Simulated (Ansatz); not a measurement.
# Run report: GaH$_{2}$Cl$_{3}$, phonon calculation

The run: phonon calculation of GaH$_{2}$Cl$_{3}$. Method and program: RKS PBE-D4/def2-SVP (Ansatz 0.2.0).

It belongs to a series of runs on one base structure; here: vibrations at the highest image of the band. Figures and captions count atoms from 1; the log counts them from 0 in places.

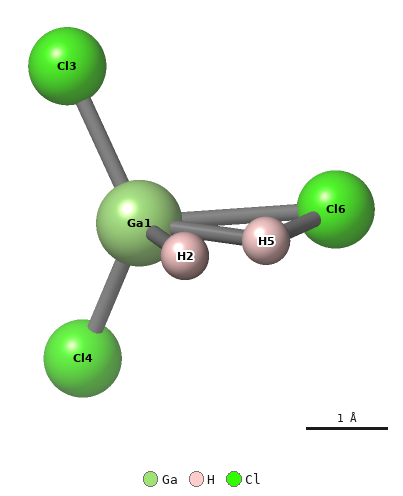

*The structure as given in the input (ball-and-stick view, seen at a tilt; atoms are numbered from 1 in the order of the input). Sticks mark near contacts.*

Bond lengths as drawn: Cl–Ga 2.15 to 2.45 Å, Cl–H 1.55 Å and Ga–H 1.70 to 1.92 Å.

**Input**
```yaml
crystal:
  periodic: [false, false, false]
  atoms:
    - { symbol: Ga, position_ang: [-0.323606, 0.335625, -0.266097] }
    - { symbol: H, position_ang: [1.355527, 0.064409, -0.360366] }
    - { symbol: Cl, position_ang: [-1.428916, -0.468865, -1.920109] }
    - { symbol: Cl, position_ang: [-0.855267, 2.170691, 0.710871] }
    - { symbol: H, position_ang: [1.126386, -0.692292, 0.448786] }
    - { symbol: Cl, position_ang: [0.125875, -1.409668, 1.386916] }
basis:
  gaussian: { orbitals: def2-SVP }
hamiltonian:
  xc: pbe
  dispersion: d4
phonons: {}
```

Run as:
```bash
ansatz run input.yaml --threads 2 --pin off --max-ram 3072MiB --backend cpu --events-out ev --progress --plain --runs-dir out
```

**The program's output**
```
Engine: ansatz 0.2.0, aarch64-unknown-linux-gnu
Functional definition: PBE
  parameter kappa = 0.804
  parameter beta = 0.06672455060314922
  exchange = pbe_x(kappa = kappa, mu = beta*pi^2/3)
  correlation = pbe_c(beta = beta)
1056 factors; their error is unknown
mean field evaluation 1: about -89937.6309 eV, gradient 3.4e1 eV
mean field evaluation 2: about -89934.9079 eV, gradient 5.4e1 eV
mean field evaluation 4: about -89939.2595 eV, gradient 1.6e0 eV
mean field evaluation 8: about -89939.2704 eV, gradient 2.3e-2 eV
mean field evaluation 16: about -89939.2104 eV, gradient 4.4e-5 eV
mean field -89939.21043622 eV, -3305.2050205448 hartree, gradient 4.4e-5 eV, S^2 0.000000; 0 other end points of the search recorded, 0 dependent functions left out
the calculation of the forces begins
reference -89939.21047137 eV, -3305.2050218363 hartree; 42, 42 occupied and 54, 54 virtual orbitals, 1056 factors
these checks for a lower state are left out or cut short: stability, starts, cluster_reference, orbital_swaps, neighbouring_geometries, increment
1056 factors; their error is unknown
mean field -89939.21039880 eV, -3305.2050191694 hartree, gradient 1.7e-6 eV, S^2 0.000000; 0 other end points of the search recorded, 0 dependent functions left out
[... from here on the field's lines of each further geometry are left out, up to the last ...]
the calculation of the forces begins
reference -89939.21049463 eV, -3305.2050226911 hartree; 42, 42 occupied and 54, 54 virtual orbitals, 1056 factors
these checks for a lower state are left out or cut short: stability, starts, cluster_reference, orbital_swaps, neighbouring_geometries, increment
1056 factors; their error is unknown
mean field -89939.21036964 eV, -3305.2050180979 hartree, gradient 2.8e-6 eV, S^2 0.000000; 0 other end points of the search recorded, 0 dependent functions left out
the calculation of the forces begins
reference -89939.21040478 eV, -3305.2050193893 hartree; 42, 42 occupied and 54, 54 virtual orbitals, 1056 factors
WARN: phonons: modes at or below zero, which the zero-point energy, F, S and C_V leave out: 1, the lowest at -775.79 cm⁻¹. A minimum has none, and a first-order saddle one
Total energy: -89939.40437199 eV, -3305.2121475529 hartree
Atom 0 at    -0.323606     0.335625    -0.266097 Å, force     0.000485    -0.003153     0.002619 eV/Å
Atom 1 at     1.355527     0.064409    -0.360366 Å, force     0.000671     0.001665    -0.001698 eV/Å
Atom 2 at    -1.428916    -0.468865    -1.920109 Å, force    -0.000762     0.000403    -0.001662 eV/Å
Atom 3 at    -0.855267     2.170691     0.710871 Å, force    -0.000359     0.001955    -0.000208 eV/Å
Atom 4 at     1.126386    -0.692292     0.448786 Å, force     0.000484    -0.000738     0.000811 eV/Å
Atom 5 at     0.125875    -1.409668     1.386916 Å, force    -0.000519    -0.000131     0.000138 eV/Å
Dipole moment:     0.325169    -0.085763     0.015186 e Å
Vibrations: -775.79 91.99 111.76 145.59 378.52 388.15 401.85 454.90 975.21 1001.92 1385.29 1684.94 cm⁻¹, zero-point energy 0.435191 eV
```

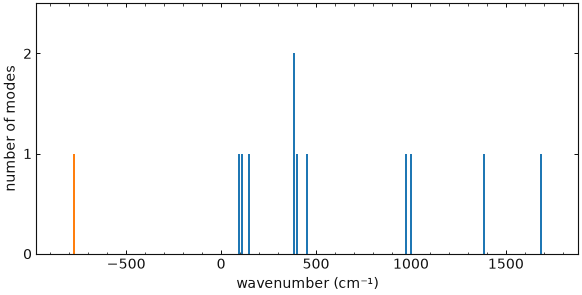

*Harmonic vibrational wavenumbers from the force constants; neighbouring modes closer than 11 cm⁻¹ are counted in one stick, and imaginary ones are drawn at negative wavenumbers.*

12 modes from 776i to 1685 cm⁻¹, 1 imaginary beyond 8i (776i cm⁻¹): a first-order saddle point, if the geometry is stationary.

**Summary**

| quantity | value |
| --- | --- |
| outcome | converged |
| total energy | −89939.4044 eV |
| mean-field energy | −89939.2105 eV |
| largest force (length of the vector) | 0.004 eV/Å |
| hardware | 2 threads of Arm Neoverse V1, 24 GiB of memory available, shared host |
| wall time | 41 s (CPU time 80 s) |
| peak memory | 0.14 GiB |
